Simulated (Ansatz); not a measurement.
# SiGePH (triplet): one geometry, many settings

Aim: run SiGePH (triplet) at one geometry under a spread of methods and options, and see what each costs and gives.

Program: Ansatz 0.2.0, Gaussian basis. Level of theory: the settings change from run to run. These are calculated values, not measurements.

19 further runs of the same task are left out: 9 that didn't finish, 10 set aside as unsound or not needed. Runs told in other sessions of the task aren't counted.

## Step 1: The geometry

The geometry is a PBE0/def2-TZVP stationary point (not a proven minimum). No spin-orbit coupling is included. The filled d shell of Ge may be among the frozen orbitals whatever the setting's name suggests.

4 atoms, charge 0, spin multiplicity 3.

Atoms are counted from 1 here; the program's logs count them from 0.

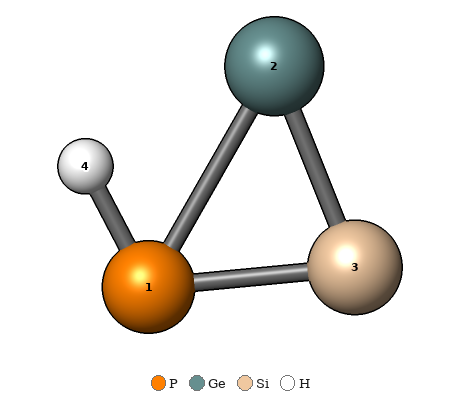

The geometry (phosphorus orange, germanium teal, silicon light orange, hydrogen white); atoms are numbered from 1 in the order of the file.

## Step 2: CCSD(T) on ROHF/cc-pVDZ

in.yaml reads:

```yaml
crystal:
  periodic: [false, false, false]
  atoms:
    - {symbol: P, position_ang: [0.000000, 0.740966, 1.629479]}
    - {symbol: Ge, position_ang: [0.000000, 0.156794, -1.006535]}
    - {symbol: Si, position_ang: [0.000000, -1.285717, 0.784652]}
    - {symbol: H, position_ang: [0.000000, 1.756057, 0.601480]}
basis:
  gaussian: {orbitals: cc-pVDZ}
magnetization: {spin_polarized: false, initial_magnetization: 2}
correlation: {method: ccsd_t, electrons: outside_noble_gas}
scf: {omitted_lower_state_checks: [cluster_reference]}
output: {forces: true}
```

Started as:

```
ansatz run in.yaml --threads 1 --pin off --events-out ev --progress --plain --max-ram 2393MiB
```

The log of the run, cut to the lines that bear on the results:

```text
Functional definition: HF
  name "HF"
  cite "Fock, Z. Phys. 61, 126 (1930) doi:10.1007/BF01340294"
  parent pbe
[...]
751 factors; integrals over basis functions are off by at most 1.3e-3 eV
[...]
mean field -73620.05837987 eV, -2705.4872439922 hartree, gradient 1.7e-6 eV, S^2 2.000000; 12 other end points of the search recorded, 0 dependent functions left out
24 core orbitals not correlated: weight in the atoms' cores, before any rotation towards them, 1.000 or more for the frozen orbitals, at most 0.000 for the correlated occupied ones
reference -73620.05837987 eV, -2705.4872439922 hartree; 8, 6 occupied and 36, 38 virtual orbitals, 751 factors
second order -7.50839261 eV of doubles, -0.11678694 eV of singles
cycle   1  -8.06284414 eV  change   -4.3e-1 eV  update   1.2e-1
[...]
cycle  21  -8.55178064 eV  change    3.6e-7 eV  update   5.0e-7
perturbative correction -0.50571357 eV, -0.0185846309 hartree
[...]
Total energy: -73629.11587408 eV, -2705.8201007650 hartree
Atom 0 at     0.000000     0.740966     1.629479 Å, force     0.000000     0.432536     0.681684 eV/Å
Atom 1 at     0.000000     0.156794    -1.006535 Å, force     0.000000     0.292682    -0.842786 eV/Å
Atom 2 at     0.000000    -1.285717     0.784652 Å, force    -0.000000    -0.891581     0.277853 eV/Å
Atom 3 at     0.000000     1.756057     0.601480 Å, force    -0.000000     0.166363    -0.116750 eV/Å
Dipole moment:    -0.000000     0.021088    -0.175073 e Å
Checks for a lower state left out: cluster_reference
```

Wall time 15 s (1 thread of Arm Neoverse V2, shared host).

From the report: correlation -9.0575 eV; T1 0.048; largest double amplitude 0.08.

## Step 3: CCSD(T)/6-31G

Edit in.yaml of step 2 so:

```diff
@@ -8,6 +8,6 @@
 basis:
-  gaussian: {orbitals: cc-pVDZ}
+  gaussian: {orbitals: 6-31G}
 magnetization: {spin_polarized: false, initial_magnetization: 2}
+hamiltonian: {xc: {name: PBE0}}
 correlation: {method: ccsd_t, electrons: outside_noble_gas}
-scf: {omitted_lower_state_checks: [cluster_reference]}
-output: {forces: true}
+accuracy: high
```

The command is unchanged.

The log of the run, cut to the lines that bear on the results:

```text
Functional definition: PBE0
  name "PBE0"
  cite "Adamo & Barone, J. Chem. Phys. 110, 6158 (1999) doi:10.1063/1.478522"
  cite "Perdew, Burke & Ernzerhof, Phys. Rev. Lett. 77, 3865 (1996) doi:10.1103/PhysRevLett.77.3865"
  parent pbe
[...]
1085 factors; integrals over basis functions are off by at most 4.6e-9 eV
[...]
mean field -73672.31131897 eV, -2707.4075040860 hartree, gradient 3.2e-8 eV, S^2 2.000000; 8 other end points of the search recorded, 0 dependent functions left out
[...]
24 core orbitals not correlated: weight in the atoms' cores, before any rotation towards them, 0.999 or more for the frozen orbitals, at most 0.000 for the correlated occupied ones
reference -73608.22659130 eV, -2705.0524337825 hartree; 8, 6 occupied and 25, 27 virtual orbitals, 1085 factors
second order -4.70663394 eV of doubles, -0.36419113 eV of singles
cycle   1  -4.93029597 eV  change    1.3e-1 eV  update   1.3e-1
[...]
cycle  30  -5.28508528 eV  change  -2.4e-11 eV  update   1.2e-9
perturbative correction -0.28744121 eV, -0.0105632698 hartree
Total energy: -73613.79911780 eV, -2705.2572203539 hartree
```

Run time: 23 s. Hardware: 1 thread of Arm Neoverse V2, shared host; peak memory 0.3 GiB.

From the report: correlation -5.5725 eV; T1 0.029; largest double amplitude 0.09. The orbitals are Kohn-Sham ones, so correlation energy and T1 don't compare with those on Hartree-Fock orbitals.

## Step 4: MP2 on UHF/cc-pVDZ

in.yaml reads:

```yaml
crystal:
  periodic: [false, false, false]
  atoms:
    - {symbol: P, position_ang: [0.000000, 0.740966, 1.629479]}
    - {symbol: Ge, position_ang: [0.000000, 0.156794, -1.006535]}
    - {symbol: Si, position_ang: [0.000000, -1.285717, 0.784652]}
    - {symbol: H, position_ang: [0.000000, 1.756057, 0.601480]}
basis:
  gaussian: {orbitals: cc-pVDZ}
magnetization: {spin_polarized: true, initial_magnetization: 2}
correlation: {method: mp2, electrons: valence}
accuracy: high
output: {forces: true}
```

The command is unchanged.

The log of the run, cut to the lines that bear on the results:

```text
Functional definition: HF
  name "HF"
  cite "Fock, Z. Phys. 61, 126 (1930) doi:10.1007/BF01340294"
  parent pbe
[...]
1460 factors; integrals over basis functions are off by at most 4.4e-9 eV
[...]
mean field -73620.51983600 eV, -2705.5042021922 hartree, gradient 2.9e-8 eV, S^2 2.302576; 9 other end points of the search recorded, 0 dependent functions left out
19 core orbitals not correlated: weight in the atoms' cores, before any rotation towards them, 1.000 or more for the frozen orbitals, at most 0.000 for the correlated occupied ones
reference -73620.51983600 eV, -2705.5042021922 hartree; 13, 11 occupied and 36, 38 virtual orbitals, 1460 factors
second order -7.39181679 eV of doubles, -0.00000000 eV of singles
[...]
Total energy: -73627.91165279 eV, -2705.7758464490 hartree
Atom 0 at     0.000000     0.740966     1.629479 Å, force    -0.000000    -0.338447    -0.015238 eV/Å
Atom 1 at     0.000000     0.156794    -1.006535 Å, force    -0.000000     0.241852    -0.098280 eV/Å
Atom 2 at     0.000000    -1.285717     0.784652 Å, force     0.000000     0.025515     0.297456 eV/Å
Atom 3 at     0.000000     1.756057     0.601480 Å, force     0.000000     0.071079    -0.183939 eV/Å
Dipole moment:     0.000000    -0.081890    -0.213312 e Å
```

It took 13 s on 1 thread of Arm Neoverse V2, shared host; peak memory 0.26 GiB.

From the report: ⟨S²⟩ of the determinant 2.303 (pure triplet: 2.00).

## Step 5: HF (UHF)/cc-pVDZ

Edit in.yaml of step 4 so:

```diff
@@ -10,4 +10,4 @@
 magnetization: {spin_polarized: true, initial_magnetization: 2}
-correlation: {method: mp2, electrons: valence}
+hamiltonian: {xc: hf}
 accuracy: high
-output: {forces: true}
+output: {forces: true, orbitals: {seedname: orbitals}}
```

Same command.

The log of the run, cut to the lines that bear on the results:

```text
Functional definition: HF
  name "HF"
  cite "Fock, Z. Phys. 61, 126 (1930) doi:10.1007/BF01340294"
  parent pbe
[...]
1460 factors; integrals over basis functions are off by at most 4.4e-9 eV
[...]
mean field -73620.51983600 eV, -2705.5042021922 hartree, gradient 2.9e-8 eV, S^2 2.302576; 3 other end points of the search recorded, 0 dependent functions left out
[...]
reference -73620.51983600 eV, -2705.5042021922 hartree; 32, 30 occupied and 36, 38 virtual orbitals, 1460 factors
Total energy: -73620.51983600 eV, -2705.5042021922 hartree
Atom 0 at     0.000000     0.740966     1.629479 Å, force    -0.000000     0.664796     0.704419 eV/Å
Atom 1 at     0.000000     0.156794    -1.006535 Å, force     0.000000     0.365667    -1.175147 eV/Å
Atom 2 at     0.000000    -1.285717     0.784652 Å, force    -0.000000    -0.886608     0.404800 eV/Å
Atom 3 at     0.000000     1.756057     0.601480 Å, force     0.000000    -0.143855     0.065928 eV/Å
Dipole moment:     0.000000     0.037421    -0.249500 e Å
```

Run time: 8.5 s. Hardware: 1 thread of Arm Neoverse V2, shared host; peak memory 0.26 GiB.

From the report: ⟨S²⟩ of the determinant 2.303 (pure triplet: 2.00).

## Step 6: NEVPT2(6,8)/STO-3G

in.yaml reads:

```yaml
crystal:
  periodic: [false, false, false]
  atoms:
    - {symbol: P, position_ang: [0.000000, 0.740966, 1.629479]}
    - {symbol: Ge, position_ang: [0.000000, 0.156794, -1.006535]}
    - {symbol: Si, position_ang: [0.000000, -1.285717, 0.784652]}
    - {symbol: H, position_ang: [0.000000, 1.756057, 0.601480]}
basis:
  gaussian: {orbitals: STO-3G}
magnetization: {spin_polarized: false, initial_magnetization: 2}
correlation: {method: sc_nevpt2, electrons: outside_noble_gas, active_space: {window: {electrons: 6, orbitals: 8}}}
scf: {lower_state_search: light}
output: {forces: true}
```

Launched as before.

The log of the run, cut to the lines that bear on the results:

```text
Functional definition: HF
  name "HF"
  cite "Fock, Z. Phys. 61, 126 (1930) doi:10.1007/BF01340294"
  parent pbe
[...]
379 factors; integrals over basis functions are off by at most 3.5e-5 eV
[...]
mean field -72781.68659227 eV, -2674.6776490669 hartree, gradient 4.0e-6 eV, S^2 2.000000; 12 other end points of the search recorded, 0 dependent functions left out
reference -72781.68659227 eV, -2674.6776490669 hartree; 32, 30 occupied and 5, 7 virtual orbitals, 379 factors
state -72783.24277882 eV, -2674.7348378676 hartree
state -72783.24277882 eV, -2674.7348378676 hartree; corrected -72784.70230179 eV, -2674.7884743476 hartree
[...]
Total energy: -72784.70230179 eV, -2674.7884743476 hartree
Atom 0 at     0.000000     0.740966     1.629479 Å, force    -0.000000     0.142092    -0.119473 eV/Å
Atom 1 at     0.000000     0.156794    -1.006535 Å, force    -0.000000    -1.031270     1.110328 eV/Å
Atom 2 at     0.000000    -1.285717     0.784652 Å, force     0.000000     1.221983    -1.210687 eV/Å
Atom 3 at     0.000000     1.756057     0.601480 Å, force     0.000000    -0.332806     0.219831 eV/Å
Dipole moment:     0.000000     0.013322    -0.009023 e Å
```

Run time: 8 s. Hardware: 1 thread of Arm Neoverse V2, shared host.

From the report: 1,550 determinants; active occupations 1.93, 1.84, 1.01, 0.99, 0.15, 0.05, 0.02, 0.01.

## Step 7: BCCD on ROHF/def2-SVP

in.yaml reads:

```yaml
crystal:
  periodic: [false, false, false]
  atoms:
    - {symbol: P, position_ang: [0.000000, 0.740966, 1.629479]}
    - {symbol: Ge, position_ang: [0.000000, 0.156794, -1.006535]}
    - {symbol: Si, position_ang: [0.000000, -1.285717, 0.784652]}
    - {symbol: H, position_ang: [0.000000, 1.756057, 0.601480]}
basis:
  gaussian: {orbitals: def2-SVP}
magnetization: {spin_polarized: false, initial_magnetization: 2}
correlation: {method: bccd, electrons: outside_noble_gas, diis_vectors: 1}
accuracy: high
scf: {omitted_lower_state_checks: [cluster_reference]}
output: {forces: true}
```

Same command.

The log of the run, cut to the lines that bear on the results:

```text
Functional definition: HF
  name "HF"
  cite "Fock, Z. Phys. 61, 126 (1930) doi:10.1007/BF01340294"
  parent pbe
[...]
1371 factors; integrals over basis functions are off by at most 4.2e-9 eV
[...]
mean field -73608.09921531 eV, -2705.0477528010 hartree, gradient 2.0e-8 eV, S^2 2.000000; 14 other end points of the search recorded, 0 dependent functions left out
24 core orbitals not correlated: weight in the atoms' cores, before any rotation towards them, 1.000 or more for the frozen orbitals, at most 0.000 for the correlated occupied ones
reference -73608.09921531 eV, -2705.0477528010 hartree; 8, 6 occupied and 41, 43 virtual orbitals, 1371 factors
second order -7.48086962 eV of doubles, -0.11819362 eV of singles
cycle   1  -8.08088875 eV  change   -4.8e-1 eV  update   1.2e-1
[...]
cycle 106  -8.51348869 eV  change  -1.8e-10 eV  update   1.3e-9
[...]
Total energy: -73616.61270400 eV, -2705.3606177396 hartree
Atom 0 at     0.000000     0.740966     1.629479 Å, force    -0.000000     0.190548     0.305228 eV/Å
Atom 1 at     0.000000     0.156794    -1.006535 Å, force     0.000000     0.218542    -0.613440 eV/Å
Atom 2 at     0.000000    -1.285717     0.784652 Å, force    -0.000000    -0.367081     0.293905 eV/Å
Atom 3 at     0.000000     1.756057     0.601480 Å, force    -0.000000    -0.042009     0.014307 eV/Å
Dipole moment:     0.000000     0.022389    -0.183438 e Å
Checks for a lower state left out: cluster_reference
```

Run time: 53 s. Hardware: 1 thread of Arm Neoverse V2, shared host; peak memory 0.58 GiB.

From the report: correlation -8.5135 eV; largest double amplitude 0.07.

## Step 8: MP2 on ROHF/STO-3G

Edit in.yaml of step 7 so:

```diff
@@ -8,7 +8,6 @@
 basis:
-  gaussian: {orbitals: def2-SVP}
+  gaussian: {orbitals: STO-3G}
 magnetization: {spin_polarized: false, initial_magnetization: 2}
-correlation: {method: bccd, electrons: outside_noble_gas, diis_vectors: 1}
-accuracy: high
-scf: {omitted_lower_state_checks: [cluster_reference]}
+hamiltonian: {pseudopotentials: {relativity: none}}
+correlation: {method: mp2, electrons: valence}
 output: {forces: true}
```

Same command.

The log of the run, cut to the lines that bear on the results:

```text
Functional definition: HF
  name "HF"
  cite "Fock, Z. Phys. 61, 126 (1930) doi:10.1007/BF01340294"
  parent pbe
[...]
379 factors; integrals over basis functions are off by at most 3.5e-5 eV
[...]
mean field -72781.68659227 eV, -2674.6776490669 hartree, gradient 4.0e-6 eV, S^2 2.000000; 12 other end points of the search recorded, 0 dependent functions left out
unrestricted determinant -72781.86105112 eV, -2674.6840603112 hartree, S^2 2.5297
19 core orbitals not correlated: weight in the atoms' cores, before any rotation towards them, 1.000 or more for the frozen orbitals, at most 0.000 for the correlated occupied ones
reference -72781.68659227 eV, -2674.6776490669 hartree; 13, 11 occupied and 5, 7 virtual orbitals, 379 factors
second order -2.12978908 eV of doubles, -0.02537122 eV of singles
[...]
Total energy: -72783.84175258 eV, -2674.7568497473 hartree
Atom 0 at     0.000000     0.740966     1.629479 Å, force    -0.000000     2.188576     2.026044 eV/Å
Atom 1 at     0.000000     0.156794    -1.006535 Å, force     0.000000    -0.634574     0.379282 eV/Å
Atom 2 at     0.000000    -1.285717     0.784652 Å, force    -0.000000    -1.154571    -1.881127 eV/Å
Atom 3 at     0.000000     1.756057     0.601480 Å, force     0.000000    -0.399431    -0.524199 eV/Å
Dipole moment:     0.000000    -0.110928     0.184857 e Å
```

Wall time 3 s (1 thread of Arm Neoverse V2, shared host).

## Step 9: CISD/6-31G

Edit in.yaml of step 8 so:

```diff
@@ -8,6 +8,5 @@
 basis:
-  gaussian: {orbitals: STO-3G}
+  gaussian: {orbitals: 6-31G}
 magnetization: {spin_polarized: false, initial_magnetization: 2}
-hamiltonian: {pseudopotentials: {relativity: none}}
-correlation: {method: mp2, electrons: valence}
+correlation: {active_space: {ras: {orbitals: [11, 2, 25], electrons: 24, max_holes: 2, max_particles: 2}, fixed_orbitals: true}}
 output: {forces: true}
```

Launched as before.

The log of the run, cut to the lines that bear on the results:

```text
Functional definition: HF
  name "HF"
  cite "Fock, Z. Phys. 61, 126 (1930) doi:10.1007/BF01340294"
  parent pbe
[...]
563 factors; integrals over basis functions are off by at most 2.5e-4 eV
[...]
mean field -73608.68510883 eV, -2705.0692839908 hartree, gradient 3.3e-6 eV, S^2 2.000000; 15 other end points of the search recorded, 0 dependent functions left out
reference -73608.68510883 eV, -2705.0692839908 hartree; 32, 30 occupied and 25, 27 virtual orbitals, 563 factors
state -73616.45821889 eV, -2705.3549405166 hartree
[...]
Total energy: -73616.45821889 eV, -2705.3549405166 hartree
Atom 0 at     0.000000     0.740966     1.629479 Å, force     0.000000     1.013633     1.737333 eV/Å
Atom 1 at     0.000000     0.156794    -1.006535 Å, force     0.000000     0.486163    -2.172802 eV/Å
Atom 2 at     0.000000    -1.285717     0.784652 Å, force    -0.000000    -1.963987     0.595318 eV/Å
Atom 3 at     0.000000     1.756057     0.601480 Å, force    -0.000000     0.464192    -0.159849 eV/Å
Dipole moment:     0.000000    -0.093861    -0.362286 e Å
```

Wall time 57 s (1 thread of Arm Neoverse V2, shared host); peak memory 0.27 GiB.

From the report: 321,848 determinants.

## Step 10: BCCD on UHF/cc-pVDZ

in.yaml reads:

```yaml
crystal:
  periodic: [false, false, false]
  atoms:
    - {symbol: P, position_ang: [0.000000, 0.740966, 1.629479]}
    - {symbol: Ge, position_ang: [0.000000, 0.156794, -1.006535]}
    - {symbol: Si, position_ang: [0.000000, -1.285717, 0.784652]}
    - {symbol: H, position_ang: [0.000000, 1.756057, 0.601480]}
basis:
  gaussian: {orbitals: cc-pVDZ, fitting: {mean_field: def2-universal-jkfit}}
magnetization: {spin_polarized: true, initial_magnetization: 2}
correlation: {method: bccd, electrons: outside_noble_gas}
output: {forces: true}
```

The command is unchanged.

The log of the run, cut to the lines that bear on the results:

```text
Functional definition: HF
  name "HF"
  cite "Fock, Z. Phys. 61, 126 (1930) doi:10.1007/BF01340294"
  parent pbe
[...]
540 factors; integrals over basis functions are off by at most 3.5e-1 eV
[...]
mean field -73620.51657535 eV, -2705.5040823656 hartree, gradient 2.2e-6 eV, S^2 2.302638; 15 other end points of the search recorded, 0 dependent functions left out
determinant -73620.51657535 eV, -2705.5040823656 hartree, with singles and doubles -73628.63000221 eV, -2705.8022453034 hartree
determinant -73619.97362266 eV, -2705.4841292224 hartree, with singles and doubles -73627.77574862 eV, -2705.7708520629 hartree
determinant -73618.94558428 eV, -2705.4463495088 hartree, with singles and doubles -73627.14259646 eV, -2705.7475841502 hartree
determinant -73618.91499275 eV, -2705.4452252908 hartree, with singles and doubles -73627.18134820 eV, -2705.7490082504 hartree
[...]
24 core orbitals not correlated: weight in the atoms' cores, before any rotation towards them, 1.000 or more for the frozen orbitals, at most 0.000 for the correlated occupied ones
reference -73620.51657535 eV, -2705.5040823656 hartree; 8, 6 occupied and 36, 38 virtual orbitals, 540 factors
second order -6.89768850 eV of doubles, -0.00000000 eV of singles
cycle   1  -8.07993919 eV  change    3.3e-2 eV  update   2.5e-2
[...]
cycle  23  -8.08327211 eV  change   -1.2e-7 eV  update   1.5e-7
[...]
Total energy: -73628.59984745 eV, -2705.8011371365 hartree
Atom 0 at     0.000000     0.740966     1.629479 Å, force    -0.000000     0.330948     0.553817 eV/Å
Atom 1 at     0.000000     0.156794    -1.006535 Å, force    -0.000000     0.336367    -0.797491 eV/Å
Atom 2 at     0.000000    -1.285717     0.784652 Å, force     0.000000    -0.761572     0.346307 eV/Å
Atom 3 at     0.000000     1.756057     0.601480 Å, force     0.000000     0.094257    -0.102634 eV/Å
Dipole moment:     0.000000     0.008150    -0.205310 e Å
```

Run time: 26 s. Hardware: 1 thread of Arm Neoverse V2, shared host.

From the report: ⟨S²⟩ of the determinant 2.303 (pure triplet: 2.00); correlation -8.0833 eV; largest double amplitude 0.06.

## Step 11: All runs side by side

Where basis and cores are those of an earlier RCCSDT(Q)/cc-pVDZ run (-73629.2128 eV), and the records show the same count of frozen orbitals and kind of state, the miss against it is given; a blank cell means that this couldn't be shown.

| level | correlated | functions | energy (eV) | from RCCSDT(Q) (meV) | time |
| --- | --- | --- | --- | --- | --- |
| CCSD(T) on ROHF/cc-pVDZ | outside noble gas | 68 | -73629.1159 | 97.0 | 15 s |
| CCSD(T)/6-31G (on PBE0 orbitals) | outside noble gas | 57 | -73613.7991 |  | 23 s |
| MP2 on UHF/cc-pVDZ | valence | 68 | -73627.9117 |  | 13 s |
| HF (UHF)/cc-pVDZ |  | 68 | -73620.5198 | 8693.0 | 8.5 s |
| NEVPT2(6,8)/STO-3G | outside noble gas | 37 | -72784.7023 |  | 8 s |
| BCCD on ROHF/def2-SVP | outside noble gas | 73 | -73616.6127 |  | 53 s |
| MP2 on ROHF/STO-3G | valence | 37 | -72783.8418 |  | 3 s |
| CISD/6-31G | valence | 57 | -73616.4582 |  | 57 s |
| BCCD on UHF/cc-pVDZ | outside noble gas | 68 | -73628.5998 | 613.0 | 26 s |

## Step 12: Outcome

| quantity | value |
| --- | --- |
| runs | 9 |
| quickest | MP2 on ROHF/STO-3G, 3 s |
| slowest | CISD/6-31G, 57 s |

Total energies in different bases, with other cores or another treatment of relativity can't be set against each other. «valence» and «outside noble gas» are the program's key words; the logs give how many orbitals each freezes, and for Ga to Kr the 3d shell needn't follow the word's plain sense. CISD/6-31G took 19 times as long as MP2 on ROHF/STO-3G; the jobs differ in more than the method. Among the correlated runs with a miss given, it spans +97 to +613 meV. Hartree-Fock, CASSCF and CASCI lack dynamic correlation by design.
